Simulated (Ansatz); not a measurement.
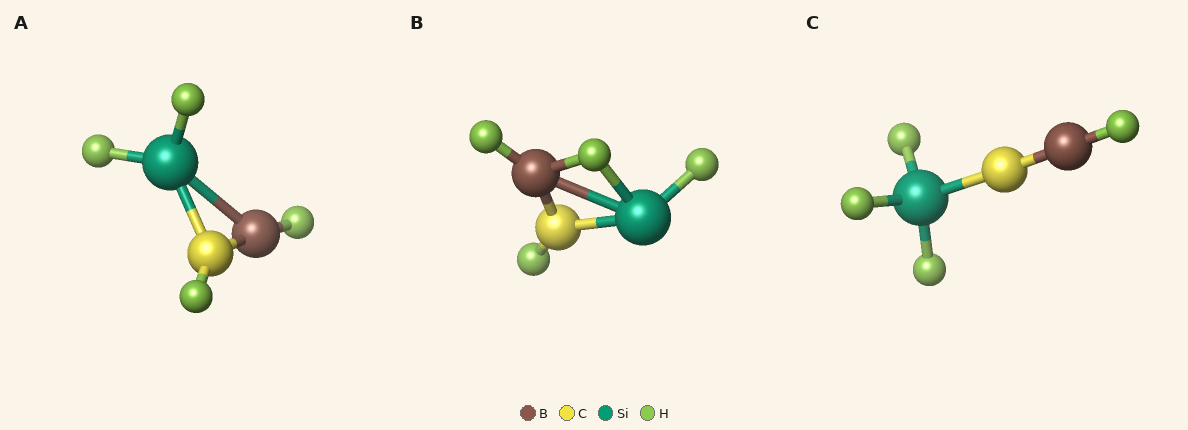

3 stationary structures of one formula. State: neutral, doublet. Geometries: PBE0-D4/def2-TZVP. Electronic energies: UHF-CCSD(T) (frozen core)/def2-TZVPP (Ansatz 0.2.0), without zero-point energy. No frequency run is at hand to confirm each as a minimum. Each is one conformer, not always the lowest.

### Which structure is the most stable?

B is lowest (C1); A lies 0.121 eV above it (Cs), C lies 0.582 eV above it.
